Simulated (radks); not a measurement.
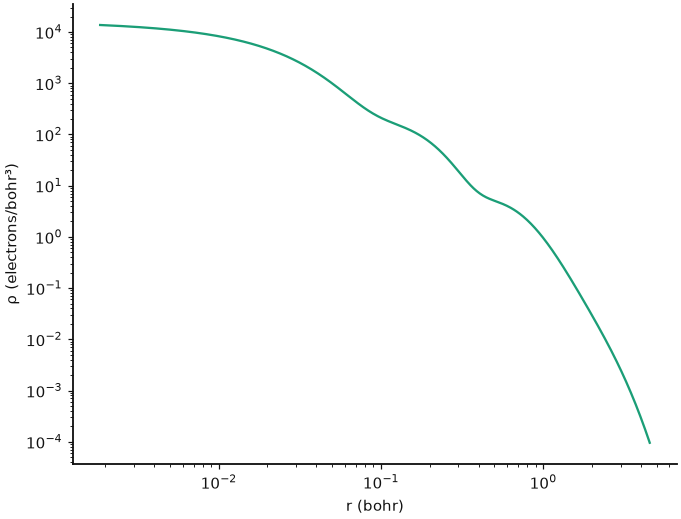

The cobalt ion Co⁺ in the configuration [Ar] 3d8. Method: scalar-relativistic Kohn-Sham, LDA (Slater exchange, Perdew-Wang correlation), spin-unpolarised, spherical densities, finite nucleus; computed with the in-house radial solver radks.

The plot shows the electron density ρ(r) on a logarithmic scale.

**What does the plot show?**

The density falls from 14000 electrons/bohr³ at the inner end (r = 0.0019 bohr) to 0.001 at r = 3.43 bohr, a common measure of the size of an atom or ion. The highest occupied orbital, 3d (⟨r⟩ = 1.14 bohr, −12.6 eV), is also the most diffuse and sets the fall-off far out: over the last part drawn ln ρ falls by 2.1 per bohr, against 2√(−2ε) = 1.9 for the pure exponential. The steps in the slope mark the shells; the radial density has its minima at 0.085 and 0.42 bohr.
